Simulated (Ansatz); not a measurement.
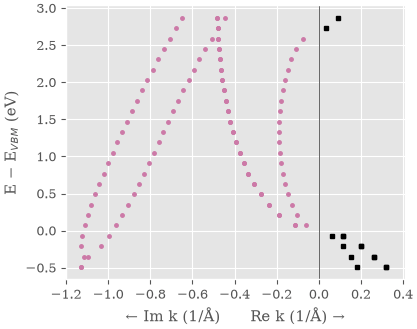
Complex bands at the centre of the two-dimensional zone; Ansatz (a program for electronic structure) with r2SCAN

The gap is the functional's own, uncorrected, and κ follows it; spin-orbit coupling is left out. Mid-gap means the computed energy nearest the middle.

Task: This is ZnS (F-43m, zinc blende, 2 atoms a cell, 19.5 Å³ an atom) along the normal of (001). Read off the slowest decay at the centre of the two-dimensional zone at 1.33 eV, the computed energy nearest the middle of the gap.

Result: κ ≈ 0.19 1/Å, a decay length 1/(2κ) of the density of 2.7 Å.
